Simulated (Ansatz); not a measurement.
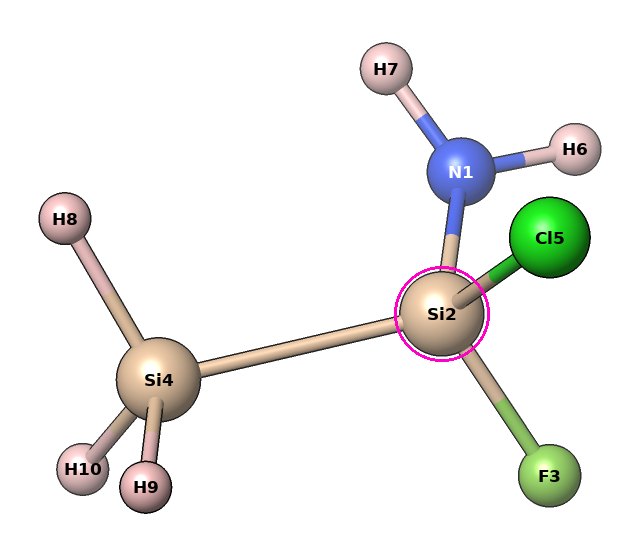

Atoms fade into the background with distance from the viewer. Circles mark the stereogenic atoms. The computed structure is the end point of a PBE0-D4/def2-TZVP optimisation.

Assign CIP descriptors.

Si2: S (priorities Cl5 > Si4 > F3 > N1).
